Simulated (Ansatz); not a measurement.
Input

```
crystal:
  periodic: [false, false, false]
  atoms:
    - {symbol: Cl, position_ang: [-1.098647, -1.111925, -1.545064]}
    - {symbol: O, position_ang: [0.542625, -0.568739, 0.803694]}
    - {symbol: Si, position_ang: [-1.058962, -0.942400, 0.572363]}
    - {symbol: Si, position_ang: [2.208388, -0.386935, 0.919767]}
    - {symbol: H, position_ang: [2.215456, 1.156078, 0.865430]}
basis:
  gaussian: {orbitals: def2-TZVPD}
magnetization: {spin_polarized: false}
hamiltonian: {xc: pbe0}
output: {forces: true, orbitals: {seedname: orbitals}}
```

Run with:

```sh
ansatz run input.yaml --threads 1 --pin off --max-ram 2610MiB --events-out events.jsonl --progress --plain --runs-dir runs
```

Geometry: B3LYP-D3(BJ)/def2-SVP.

Theory: Ansatz 0.2.0, isolated molecule in a Gaussian basis; Kohn-Sham density functional theory, functional PBE0.

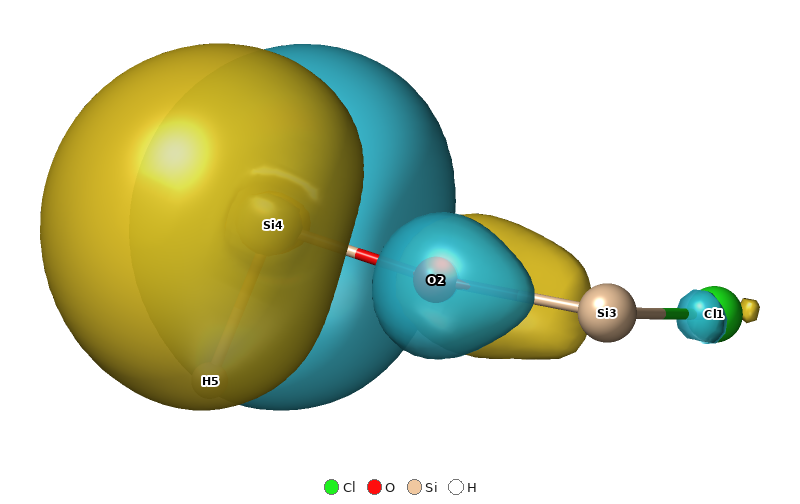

ClHOSi2. The LUMO at ±0.08 Å⁻³ᐟ² (yellow and cyan are the two phases), seen from one side.

> Where does this orbital lie, and at what energy?

Its weight (Hirshfeld) is mainly on Si4 (about 85 %) and O2 (about 10 %). Its energy is −2.62 eV.
